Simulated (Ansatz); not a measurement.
# CH4Si: ladder of basis sets, by script

How does the energy of CH4Si converge with the basis? Wanted for CH4Si: a ladder of basis sets.

Program: Ansatz 0.2.0, driven from Python. The levels of theory stand in the script. These are calculated values, not measurements.

### Step 1. Starting point

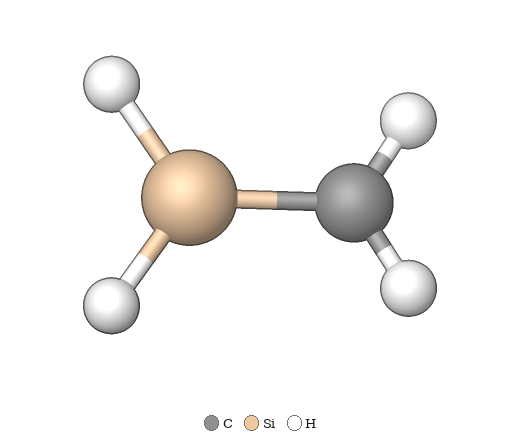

The structure that the script starts from, seen from a chosen angle (carbon grey, silicon light orange, hydrogen white).

The script reads ch4si.xyz:

```xyz
6

C    -0.73869   -0.54716   -0.26510
Si    0.61127    0.45176    0.21826
H    -1.40851   -0.99661    0.44813
H    -0.96292   -0.75816   -1.29674
H     0.95298    0.76597    1.60075
H     1.54587    1.08420   -0.70530
```

### Step 2. The script

The input, ch4si_basis.py:

```python
"""How the energy of CH4Si converges with the basis."""

import ansatz as az

ch4si = az.Crystal.molecule_from_extxyz("ch4si.xyz")

calc = ch4si.calculation().functional("B3LYP")

energies = {}
for basis in ["cc-pVDZ", "cc-pVTZ"]:
    data = calc.basis(gaussian=basis).run(threads=1).report
    size = data["n_frozen"] + data["n_occupied"][0] + data["n_virtual"][0]
    energies[basis] = (data["reference_energy_ev"] / 27.211386246, data["free_energy_ev"] / 27.211386246)
    print(f"{basis:14s} {size:4d} orbitals  reference {energies[basis][0]:14.6f} Ha  total {energies[basis][1]:14.6f} Ha")

last = energies["cc-pVTZ"][1]
for basis, (_, total) in energies.items():
    print(f"{basis:14s} lies {27.211386 * (total - last):9.4f} eV above cc-pVTZ")
```

### Step 3. Launch

Started as:

```bash
$ python ch4si_basis.py
```

The log of the run:

```text
cc-pVDZ          52 orbitals  reference    -329.956175 Ha  total    -329.956175 Ha
cc-pVTZ         120 orbitals  reference    -329.990043 Ha  total    -329.990043 Ha
cc-pVDZ        lies    0.9216 eV above cc-pVTZ
cc-pVTZ        lies    0.0000 eV above cc-pVTZ
```

Run time: 2.8 s. Hardware: 1 thread of Arm Neoverse V1, shared host; peak memory 0.22 GiB.

### Step 4. The runs side by side

The 2 runs, in the order started:

```csv
run,basis,energy (eV),SCF cycles,CPU time (s)
1,cc-pVDZ,-8978.5649,14,0.81
2,cc-pVTZ,-8979.4865,13,1.5
```

### Step 5. What came out

| quantity | value |
| --- | --- |
| runs compared | 2 |

In words: Against cc-pVDZ: cc-pVTZ -33.9 mHa. The last step alone is -33.87 mHa. From the first set to the last the time grows from 0.8 to 1.5 s. Reading the output:
- The drop along the ladder measures the basis error, and is no property of the molecule.
- The geometry is a force-field or estimated start, not a minimum of this method, and the last set is no limit. Much of the fall in a total is atomic energy, which cancels in bond and reaction energies.
- b3lyp holds the VWN-RPA fit, as in Gaussian; the form of ORCA and Turbomole is b3lyp5.
- For Al to Cl the sets with a tight d function, cc-pV(X+d)Z, are usual.
